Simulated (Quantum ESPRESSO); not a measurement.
# InP (F-43m): the optical phonon under strain

Aim: the phonon deformation potentials p and q of InP (F-43m), tested on a biaxially strained cell.

Main program and level: Quantum ESPRESSO 7.5; DFT PBE, scalar-relativistic, plane waves, PseudoDojo norm-conserving pseudopotentials.

The database entry behind the starting cell differs from later determinations by our own check (0.1 to 0.3 % short, probably kX units), so it need not match the best structure at ambient conditions.

**1. The relaxed structure**

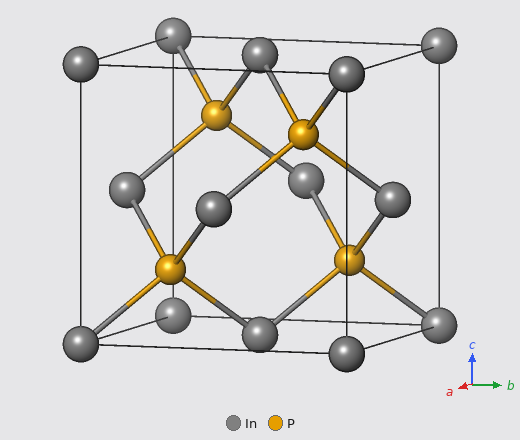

The cell as given, slightly off an axis (indium grey, phosphorus orange). This picture shows the conventional cell, with its axes. Bonds to atoms that aren't drawn are left out. Some periodic images of atoms are drawn too.

As a file:

```
CELL_PARAMETERS angstrom
-2.98054 0.00000 2.98054
0.00000 2.98054 2.98054
-2.98054 2.98054 0.00000
ATOMIC_POSITIONS crystal
In 0.00000 0.00000 0.00000
P 0.25000 0.25000 0.25000
```

This is the cell after its relaxation at this level of theory, not the database cell from which that began.

**2. Uniaxial strain**

The relaxed cell is stretched along z alone. This keeps all atoms on sites fixed by symmetry and splits the threefold mode into a singlet, polarised along z, and a doublet. The macroscopic field is left out, so these are transverse modes. Cutoff 77 Ry, k mesh 8×8×8.

From the response at ε_zz = 0.01:

The log of the run:

```text
[banners, grids, parts of the stress and lines that vanish by symmetry left out]
Program PHONON v.7.5
     Reading xml data from directory:

[...]
Exchange-correlation= PBE
                           (   1   4   3   4   0   0   0)
[...]
kinetic-energy cut-off    =      77.0000  Ry
     charge density cut-off    =     308.0000  Ry
     convergence threshold     =      1.0E-18
[...]
Exchange-correlation= PBE
                           (   1   4   3   4   0   0   0)
[...]
q = (   0.0000000   0.0000000   0.0000000 )
      9 Sym.Ops. (with q -> -q+G )
     G cutoff =  499.9772  (  32967 G-vectors)     FFT grid: ( 45, 45, 45)
     number of k points=    59
[...]
Mode symmetry, D_2d (-42m) point group:
[...]
Representation #   1 mode #   1
[...]
End of self-consistent calculation
     Convergence has been achieved
     Representation #   2 mode #   2
[...]
End of self-consistent calculation
     Convergence has been achieved
     Representation #   3 modes #   3   4
[...]
End of self-consistent calculation
     Convergence has been achieved
     Representation #   4 modes #   5   6
[...]
End of self-consistent calculation
     Convergence has been achieved
[...]
q = (    0.000000000   0.000000000   0.000000000 )
[...]
freq (    1) =      -0.026646 [THz] =      -0.888803 [cm-1]
     freq (    2) =      -0.026646 [THz] =      -0.888803 [cm-1]
     freq (    3) =       0.018515 [THz] =       0.617587 [cm-1]
     freq (    4) =       8.412110 [THz] =     280.597790 [cm-1]
     freq (    5) =       8.412110 [THz] =     280.597790 [cm-1]
     freq (    6) =       8.437050 [THz] =     281.429697 [cm-1]
[...]
Mode symmetry, D_2d (-42m) point group:
     freq (   1-   2) =         -0.9  [cm-1]   --> E    X_5  W_3   I+R
     freq (   3-   3) =          0.6  [cm-1]   --> B_2  X_3  W_2   I+R
     freq (   4-   5) =        280.6  [cm-1]   --> E    X_5  W_3   I+R
     freq (   6-   6) =        281.4  [cm-1]   --> B_2  X_3  W_2   I+R

   JOB DONE.
```

| ε_zz | singlet (cm⁻¹) | doublet (cm⁻¹) | σ_zz (GPa) | σ_xx (GPa) |
| --- | --- | --- | --- | --- |
| -0.01 | 287.73 | 288.76 | -0.875 | -0.471 |
| -0.005 | 286.21 | 286.70 | -0.432 | -0.228 |
| 0 | 284.65 | 284.65 | 0.005 | 0.005 |
| 0.005 | 283.05 | 282.62 | 0.438 | 0.230 |
| 0.01 | 281.43 | 280.60 | 0.865 | 0.446 |

Stress is counted positive in tension.

**3. The fit**

To first order ω² − ω₀² = p ε_zz + q (ε_xx + ε_yy) for the mode along z, and likewise for x and y. With ε_zz alone the singlet gives p and the doublet q.

The linear terms of parabolas through ω² are p = -2.21 ω₀² and q = -2.87 ω₀², with ω₀ = 284.6 cm⁻¹. Those of the stresses are C11 = 87 GPa and C12 = 46 GPa. Under hydrostatic strain p and q imply γ = −(p + 2q)/(6 ω₀²) = 1.32.

A layer held to an in-plane strain ε and free along z takes ε_zz = −2 (C12/C11) ε = -1.054 ε. To first order the singlet then shifts by (q − p C12/C11) ε / ω₀ = -484 ε cm⁻¹. For ε = -0.006, ε_zz = 0.00632, the formulas for ω² predict 287.54 cm⁻¹ for the singlet and 286.40 cm⁻¹ for the doublet.

**4. A biaxially strained cell**

This run was no part of the fit.

The log of the run:

```text
[banners, grids, parts of the stress and lines that vanish by symmetry left out]
[banner, memory and clock lines left out]
Program PHONON v.7.5

[...]
Exchange-correlation= PBE
                           (   1   4   3   4   0   0   0)
[...]
kinetic-energy cut-off    =      77.0000  Ry
     charge density cut-off    =     308.0000  Ry
     convergence threshold     =      1.0E-18
[...]
Exchange-correlation= PBE
                           (   1   4   3   4   0   0   0)
[...]
q = (   0.0000000   0.0000000   0.0000000 )
      9 Sym.Ops. (with q -> -q+G )
     G cutoff =  495.1796  (  32431 G-vectors)     FFT grid: ( 45, 45, 45)
     number of k points=    59
[...]
Mode symmetry, D_2d (-42m) point group:
[...]
Representation #   1 mode #   1
[...]
End of self-consistent calculation
     Convergence has been achieved
     Representation #   2 mode #   2
[...]
End of self-consistent calculation
     Convergence has been achieved
     Representation #   3 modes #   3   4
[...]
End of self-consistent calculation
     Convergence has been achieved
     Representation #   4 modes #   5   6
[...]
End of self-consistent calculation
     Convergence has been achieved
[...]
q = (    0.000000000   0.000000000   0.000000000 )
[...]
freq (    1) =      -0.022083 [THz] =      -0.736613 [cm-1]
     freq (    2) =      -0.022083 [THz] =      -0.736613 [cm-1]
     freq (    3) =       0.022682 [THz] =       0.756600 [cm-1]
     freq (    4) =       8.584653 [THz] =     286.353204 [cm-1]
     freq (    5) =       8.584653 [THz] =     286.353204 [cm-1]
     freq (    6) =       8.621036 [THz] =     287.566792 [cm-1]
[...]
Mode symmetry, D_2d (-42m) point group:
     freq (   1-   2) =         -0.7  [cm-1]   --> E    X_5  W_3   I+R
     freq (   3-   3) =          0.8  [cm-1]   --> B_2  X_3  W_2   I+R
     freq (   4-   5) =        286.4  [cm-1]   --> E    X_5  W_3   I+R
     freq (   6-   6) =        287.6  [cm-1]   --> B_2  X_3  W_2   I+R
```

| mode | predicted (cm⁻¹) | run (cm⁻¹) |
| --- | --- | --- |
| singlet | 287.54 | 287.57 |
| doublet | 286.40 | 286.35 |

The stress along z is 0.008 GPa and that in the plane -0.511 GPa; the unstrained cell carries 0.005 GPa.

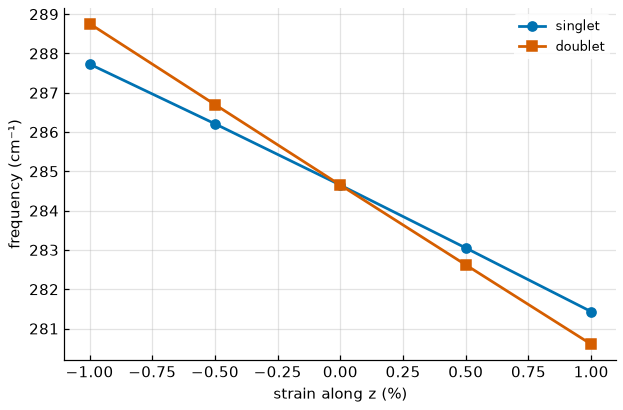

The two components under uniaxial strain.

**5. Outcome**

| Item | Value |
| --- | --- |
| p (in units of the squared frequency) | -2.214 |
| q (same units) | -2.867 |
| shift of the singlet per unit of biaxial strain | -484 cm⁻¹ |
| C11 and C12 | 87 and 46 GPa |

What this shows: To first order, one per cent of tensile biaxial strain moves the singlet of InP (F-43m) by -4.8 cm⁻¹ and the doublet by -2.9 cm⁻¹; the formulas miss the test run by up to 0.05 cm⁻¹. In backscattering from (001) the mode polarised along z is the one seen in diamond and zinc-blende crystals; in a polar crystal it is the LO mode, whose potentials differ somewhat from these. The third potential, r, needs shear strain and a relaxation of the atoms, which was not run. These are harmonic values at zero temperature.

[Host names and launcher messages were left out of these logs when they were recorded.]

[Logs are printed without paths, hosts, clocks, repeated set-up lines and the standing remarks that a program may print on its own settings, such as how far it seeks lower states.]

[Hosts, paths, dates, database ids (printed as entryN), source tags and the programs' standing remarks are cut or masked in the printed files.]
